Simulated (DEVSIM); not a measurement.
Structure: Al0.15Ga0.85As/GaAs n-p heterojunction, at 300 K.

| layer (left to right) | material | thickness (μm) | Nd (cm⁻³) | Na (cm⁻³) | τn (s) | τp (s) |
|---|---|---|---|---|---|---|
| 1 | Al0.15Ga0.85As | 0.410 | 3.6e15 | - | 2.6e-9 | 2.6e-9 |
| 2 | GaAs | 3.20 | - | 9.2e17 | 2.6e-9 | 2.6e-9 |

Left contact: ohmic. Right contact: ohmic. Voltage is applied to the left contact. Recombination: SRH at mid-gap, Auger. Mobility is μmin + (μ − μmin)/(1 + (N/Nref)^α).

This is a model device: material constants are rounded textbook-type values typed into the input, and sizes, dopings and lifetimes were drawn at random. Values at 300 K.

```csv
parameter,Al0.15Ga0.85As,GaAs
gap (eV),1.611,1.424
affinity (eV),3.9515,4.07
permittivity,12.47,12.9
Nc (cm⁻³),5.6e17,4.7e17
Nv (cm⁻³),9e18,9e18
μn (cm²/Vs),5695,8500
μp (cm²/Vs),282,400
"μn,min",500,500
"μp,min",20,20
"Nref,n",6e16,6e16
"Nref,p",1.5e17,1.5e17
αn,0.39,0.39
αp,0.38,0.38
Cn (cm⁶/s),1e-30,1e-30
Cp (cm⁶/s),1e-30,1e-30
```

Simulated with DEVSIM: 1D drift-diffusion, Boltzmann statistics, complete ionisation; no tunnelling, impact ionisation, image-force lowering or self-heating. Band offsets follow the typed affinities; no thermionic-emission limit at abrupt steps, no polarisation charge.

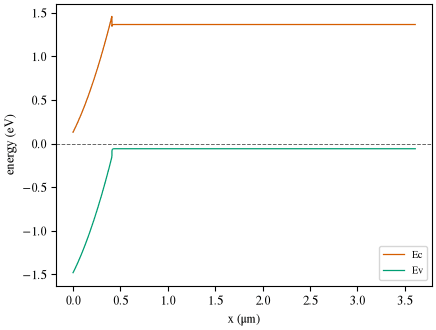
Band edges at zero bias

Energies count from the Fermi level of the right contact; mesh points crowd at the junctions.

```
x (μm)    Ec (eV)  Ev (eV)  n (cm⁻³)  p (cm⁻³)  field (V/cm)
--------  -------  -------  --------  --------  ------------
0.000       0.130   -1.480    3.6e15     < 1e2         22000
0.006440    0.145   -1.466    2.1e15     < 1e2         22000
0.02028     0.176   -1.435    6.2e14     < 1e2         23000
0.05327     0.254   -1.357    3.0e13     < 1e2         24000
0.1727      0.584   -1.027     8.8e7     < 1e2         31000
0.2994      1.015   -0.596     < 1e2     8.8e8         37000
0.3649      1.271   -0.340     < 1e2    1.7e13         41000
0.3985      1.411   -0.200     < 1e2    3.9e15         43000
0.4075      1.450   -0.161     < 1e2    1.8e16         45000
0.4124      1.351   -0.073     < 1e2    5.4e17         28000
0.4222      1.363   -0.061     < 1e2    8.6e17          3700
0.4562      1.365   -0.059     < 1e2    9.2e17           ≈ 0
0.5251      1.365   -0.059     < 1e2    9.2e17           ≈ 0
0.6871      1.365   -0.059     < 1e2    9.2e17           ≈ 0
1.251       1.365   -0.059     < 1e2    9.2e17           ≈ 0
2.305       1.365   -0.059     < 1e2    9.2e17           ≈ 0
3.058       1.365   -0.059     < 1e2    9.2e17           ≈ 0
3.368       1.365   -0.059     < 1e2    9.2e17           ≈ 0
3.536       1.365   -0.059     < 1e2    9.2e17           ≈ 0
3.581       1.365   -0.059     < 1e2    9.2e17           ≈ 0
3.600       1.365   -0.059     < 1e2    9.2e17           ≈ 0
3.610       1.365   -0.059     < 1e2    9.2e17           ≈ 0
```
